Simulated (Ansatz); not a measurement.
# BS: the cost of one run

All numbers are computed with Ansatz 0.2.0, driven from Python. The levels of theory stand in the script.

## (1) The system

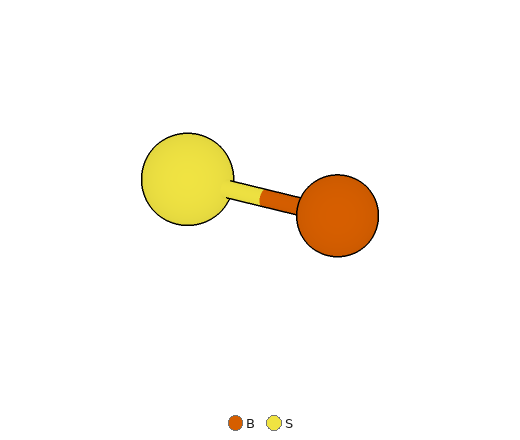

The starting structure, viewed from a chosen angle; boron orange, sulfur yellow.

The script holds or builds the structure itself.

## (2) Script

x2c_bs.py reads:

```python
# -*- coding: utf-8 -*-
import logging
import sys

import ansatz as az
import numpy as np

logging.basicConfig(stream=sys.stdout, format='%(name)s: %(message)s')
logger = logging.getLogger('bs')
logger.setLevel(logging.INFO)


def main():
    geometry_ang = [
        ('B', [0.0, 0.0, 0.0]),
        ('S', [0.0, 0.0, 1.9]),
    ]
    bs = az.Crystal.molecule()
    for symbol, xyz in geometry_ang:
        bs = bs.atom(symbol, xyz)

    model = bs.calculation().functional('PBE0').charge(1).spin('collinear', total=2).forces()
    sets = {'none': 'cc-pVTZ', 'scalar': 'cc-pVTZ-DK'}
    found = {kind: model.basis(gaussian=basis).pseudopotentials(relativity=kind).run(threads=1).report for kind, basis in sets.items()}
    for kind, each in found.items():
        dipole = 4.803205 * np.linalg.norm(each['charge_distribution']['dipole_moment_e_ang'])
        logger.info(f'{kind:7s} E = {each["free_energy_ev"]:.4f} eV  dipole {dipole:.3f} D  largest force component {np.abs(each["forces_ev_ang"]).max():.4f} eV/A')
    logger.info(f'relativity lowers the total energy by {found["none"]["free_energy_ev"] - found["scalar"]["free_energy_ev"]:.3f} eV')


if __name__ == '__main__':
    main()
```

## (3) The calls as engine input

The package turns the script's settings into the engine's input (first run):

```yaml
crystal:
  periodic: [false, false, false]
  atoms:
    - { symbol: B, position_ang: [0.0, 0.0, 0.0] }
    - { symbol: S, position_ang: [0.0, 0.0, 1.9] }
basis:
  gaussian:
    orbitals: cc-pVTZ
hamiltonian:
  xc: pbe0
  pseudopotentials:
    relativity: none
magnetization:
  spin_polarized: true
  initial_magnetization: 2.0
total_charge: 1.0
output:
  forces: true
```

## (4) Launch

Run with:

```console
> python x2c_bs.py
```

Q: Estimate wall time and peak memory on 1 thread of Arm Neoverse V1, shared host.

About 3 s, with a peak of 0.18 GiB.
